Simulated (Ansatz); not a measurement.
```yaml
atoms:
  - { symbol: Ga, position_ang: [0.8336, -1.0857, 0.6175] }
  - { symbol: H, position_ang: [1.8851, -1.6594, -0.3729] }
  - { symbol: H, position_ang: [0.4431, -1.3712, 2.0944] }
  - { symbol: F, position_ang: [0.8169, 0.8444, 0.3816] }
  - { symbol: Ga, position_ang: [-0.8336, 1.0857, -0.6175] }
  - { symbol: H, position_ang: [-1.8871, 1.6632, 0.3685] }
  - { symbol: H, position_ang: [-0.4388, 1.3668, -2.0942] }
  - { symbol: F, position_ang: [-0.8193, -0.8439, -0.3775] }
```

Geometry: PBE0-D4/def2-SVP.

The calculation used RKS PBE0-D4/def2-TZVP (Ansatz).

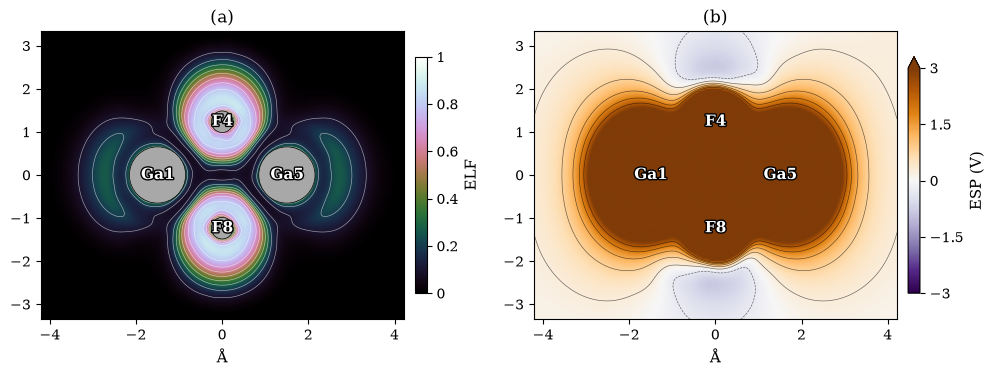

F₂Ga₂H₄. (a) ELF; (b) electrostatic potential on the plane of atoms F4, Ga5 and F8. Grey discs cover the atomic cores in the ELF map.

Question: What does the map show?

Answer:
- The plane passes through Ga and F nuclei.
- Ga–F (1.94 Å): the ELF peaks at about 0.85 in the valence shell of F, 0.6 Å from its nucleus, and is about 0.15 at the midpoint.
- The ELF also peaks beside F8 and F4, away from the bonds: lone-pair regions.
- Outside the dense part of the molecule the potential is most negative (−0.8 V) near F4 and F8.
